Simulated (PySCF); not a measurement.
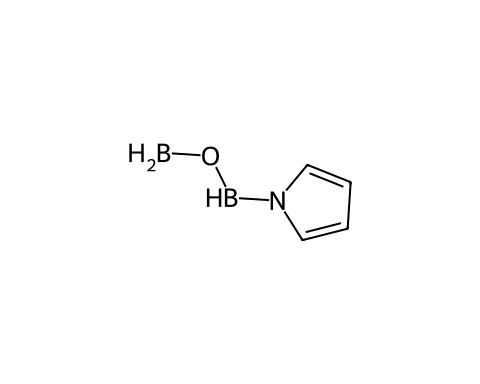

2D structure.

**Give its SMILES.**

BOBn1cccc1

**Give the formula, hydrogens included.**

C4H7B2NO.

**An optimisation with PBE0-D3(BJ)/def2-SVP gave a structure of which point group?**

Cs. Other conformers may differ.

The parts below concern this one geometry. Atoms keep their numbers from picture to picture. The geometry was computed by an optimisation with PBE0-D3(BJ)/def2-SVP. No frequency run is at hand to confirm it as a minimum.

**Excitation**

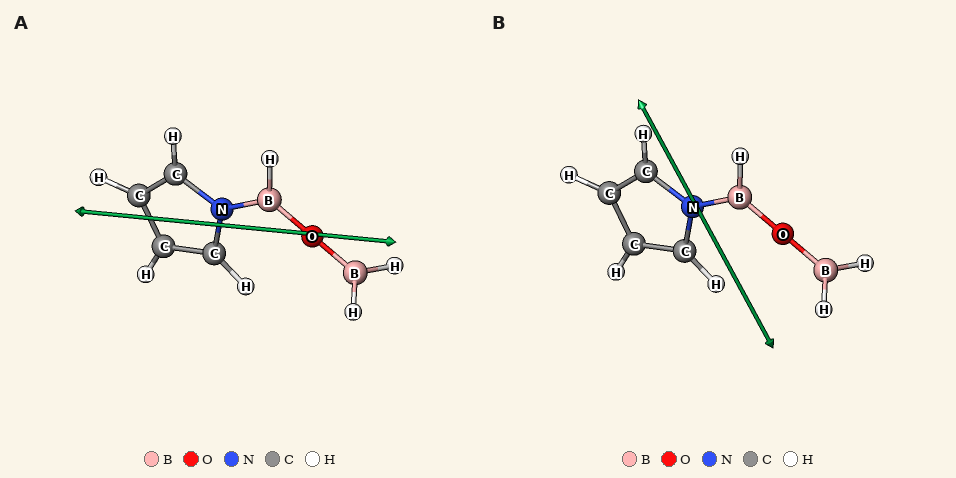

The double arrows show the directions of two transition dipoles from the ground state (lengths mean nothing). No frequency run is at hand to confirm it as a minimum. Method: TDDFT ωB97X-D/def2-SVPD, vertical, gas phase, core orbitals frozen in the response (PySCF 2.14.0).

**One belongs to singlet state 1 and one to singlet state 9. Which is which?**

A: state 9, 7.51 eV (165 nm), oscillator strength 0.48, mainly HOMO → LUMO+7 (weight 0.56).
B: state 1, 5.32 eV (233 nm), oscillator strength 0.028, mainly HOMO → LUMO+1 (weight 0.98).

**Polarisability**

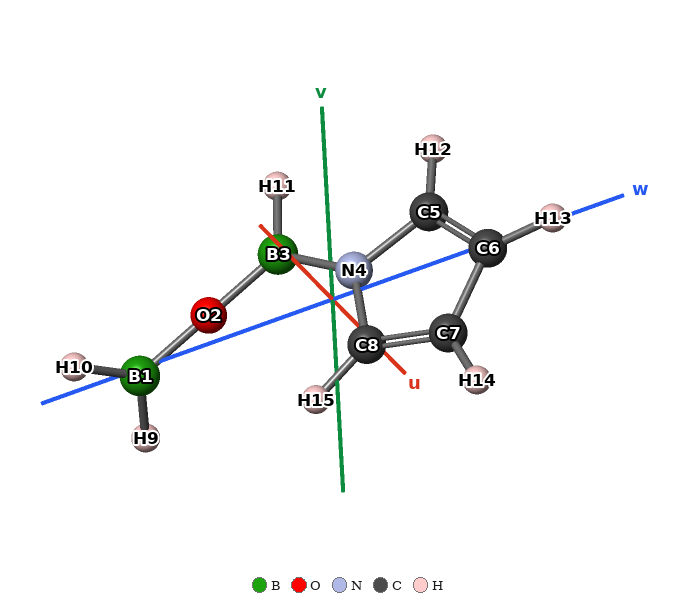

The lines u, v and w are the principal axes of the static dipole polarisability. No frequency run is at hand to confirm it as a minimum. Computed with ωB97X-D/def2-SVPD in acetone (IEF-PCM) (PySCF 2.14.0).

**Along which axis is the molecule most polarisable, and along which least?**

Most along w (close to the long direction B1···C6), least along u.

**Give the three principal values.**

u 78.3, v 115.8, w 144.5 bohr³; mean 112.9, anisotropy 57.5 bohr³.

**Charges**

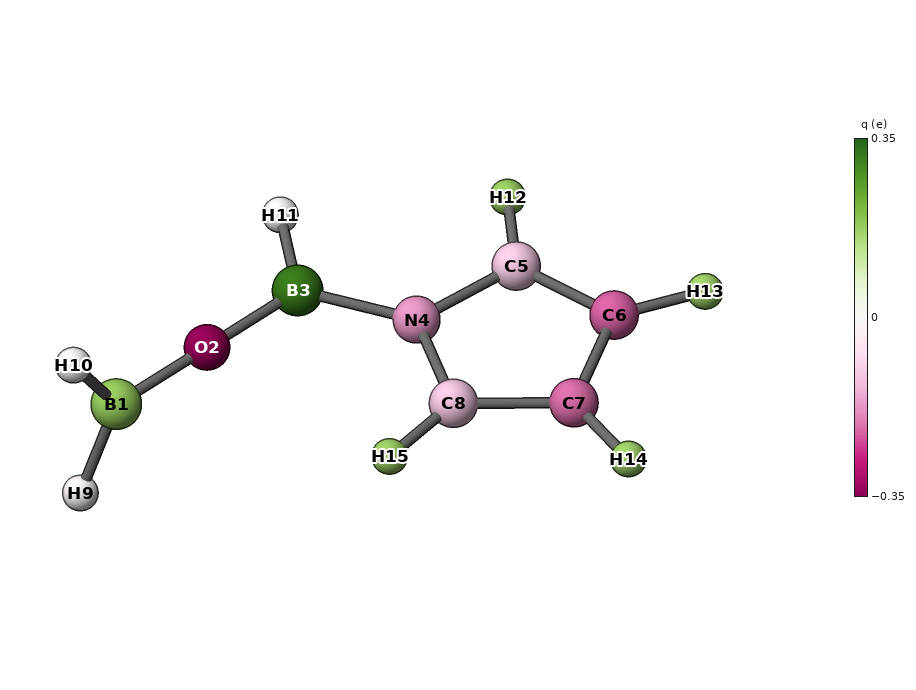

Atoms are coloured by their IAO charges. No frequency run is at hand to confirm it as a minimum. Level of theory: PBE0/pcSseg-1 in acetone (IEF-PCM) (PySCF 2.14.0).

Give the IAO charges atom by atom.

```
atom  value (e)
  B1       0.18
  O2      −0.34
  B3       0.31
  N4      −0.17
  C5      −0.10
  C6      −0.22
  C7      −0.21
  C8      −0.11
  H9      −0.01
 H10      −0.01
 H11       0.01
 H12       0.17
 H13       0.17
 H14       0.17
 H15       0.17
```
